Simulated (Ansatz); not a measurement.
# SnGeH6 (SMILES [GeH3][SnH3]): HSE06/def2-SVP (core potential)

What is the electronic atomisation energy of SnGeH6 at HSE06/def2-SVP (core potential)? 

The results are computed with Ansatz 0.2.0.

41 further runs of the same task are left out: 41 set aside as unsound or not needed.

### 1 The structure to begin with

SnGeH6: 8 atoms, total charge 0, spin state singlet. SMILES: `[GeH3][SnH3]`. The shape is that of a PBE0-D4/def2-TZVP optimisation.

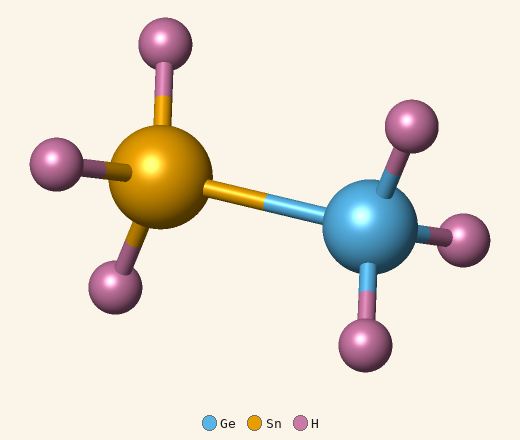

Viewed from a chosen angle; germanium blue, tin amber, hydrogen pink.

### 2 The energy at HSE06/def2-SVP (core potential)

File run.yaml:

```yaml
crystal:
  periodic: [false, false, false]
  atoms:
    - {symbol: Ge, position_ang: [-0.754100, 0.285800, -1.041300]}
    - {symbol: Sn, position_ang: [0.751500, -0.290300, 0.992300]}
    - {symbol: H, position_ang: [-1.830800, 1.307300, -0.639500]}
    - {symbol: H, position_ang: [-1.453400, -0.978600, -1.567000]}
    - {symbol: H, position_ang: [0.087500, 0.886500, -2.179300]}
    - {symbol: H, position_ang: [-0.187600, -0.932800, 2.265200]}
    - {symbol: H, position_ang: [1.931000, -1.444200, 0.553800]}
    - {symbol: H, position_ang: [1.547900, 1.109100, 1.560100]}
basis:
  gaussian:
    orbitals: def2-SVP
hamiltonian:
  xc: {name: HSE06}
magnetization:
  spin_polarized: false
output:
  orbitals: {seedname: orbitals}
accuracy: high
```

The run is started by

```sh
$ ansatz run run.yaml --threads 1 --pin off --max-ram 3480MiB --events-out events.jsonl --progress --plain --runs-dir runs
```

Output:

```text
Warning: RAYON_NUM_THREADS=1 ignored (pool sized by the plan → 1); use --threads N
Functional definition: HSE06
  name "HSE06"
  parameter a = 0.25
  parameter omega = 0.11/bohr
  exchange = pbe_x - a*pbe_x_sr(omega) + a*exact_x_sr(omega)
  correlation = pbe_c
2024 factors; integrals over basis functions are off by at most 1.1e-8 eV
102 factors; integrals over basis functions are off by at most 1.2e-9 eV
mean field evaluation 1: about -62431.9495 eV, gradient 1.5e1 eV
mean field evaluation 2: about -62432.2518 eV, gradient 1.1e1 eV
mean field evaluation 4: about -62432.3885 eV, gradient 3.2e-1 eV
mean field evaluation 8: about -62432.4491 eV, gradient 3.9e-2 eV
mean field evaluation 16: about -62432.4491 eV, gradient 2.5e-6 eV
mean field -62432.44911822 eV, -2294.3501868606 hartree, gradient 4.9e-8 eV, S^2 0.000000; 0 other end points of the search recorded, 0 dependent functions left out
reference -62432.44912226 eV, -2294.3501870090 hartree; 30, 30 occupied and 58, 58 virtual orbitals, 2024 factors
Total energy: -62432.44912226 eV, -2294.3501870090 hartree
```

It took 7.5 s on 1 thread of Arm Neoverse V2, shared host; peak memory 0.34 GiB.

### 3 The Ge atom, same level

File in.yaml:

```yaml
crystal:
  periodic: [false, false, false]
  atoms:
    - {symbol: Ge, position_ang: [0.000000, 0.000000, 0.000000]}
basis:
  gaussian: {orbitals: def2-SVP}
magnetization: {spin_polarized: true, initial_magnetization: 2}
hamiltonian: {xc: hse06}
accuracy: high
```

Run the same way, it converges to -2076.39607 Eh (log not shown).

### 4 The H atom at the same level

File molecule.yaml:

```yaml
crystal:
  periodic: [false, false, false]
  atoms:
    - symbol: H
      position_ang: [0.000000, 0.000000, 0.000000]
basis:
  gaussian: {orbitals: def2-SVP}
accuracy: high
hamiltonian: {xc: hse06}
magnetization: {spin_polarized: true, initial_magnetization: 1}
```

Run the same way, it converges to -0.50000 Eh (log not shown).

### 5 The Sn atom, same level

File input.yaml:

```yaml
crystal:
  periodic: [false, false, false]
  atoms:
    - {symbol: Sn, position_ang: [0.000000, 0.000000, 0.000000]}
basis:
  gaussian: {orbitals: def2-SVP}
magnetization: {spin_polarized: true, initial_magnetization: 2}
hamiltonian: {xc: hse06}
accuracy: high
```

Run the same way, it converges to -214.25312 Eh (log not shown).

### 6 What came out

Level: HSE06/def2-SVP (core potential).

| quantity | value |
| --- | --- |
| molecule: total energy | -2294.35019 Eh |
| molecule: HOMO energy | -7.52 eV |
| molecule: LUMO energy | -0.22 eV |
| molecule: HOMO–LUMO gap | 7.30 eV |
| Ge atom: total energy | -2076.39607 Eh |
| Ge atom: ⟨S²⟩ | 2.003 |
| H atom: total energy | -0.50000 Eh |
| H atom: ⟨S²⟩ | 0.750 |
| Sn atom: total energy | -214.25312 Eh |
| Sn atom: ⟨S²⟩ | 2.003 |
| electronic atomisation energy | 19.074 eV |

**Reading.** Taking the molecule apart into free atoms costs 19.07 eV (440 kcal/mol), before zero-point energy and without spin-orbit coupling.
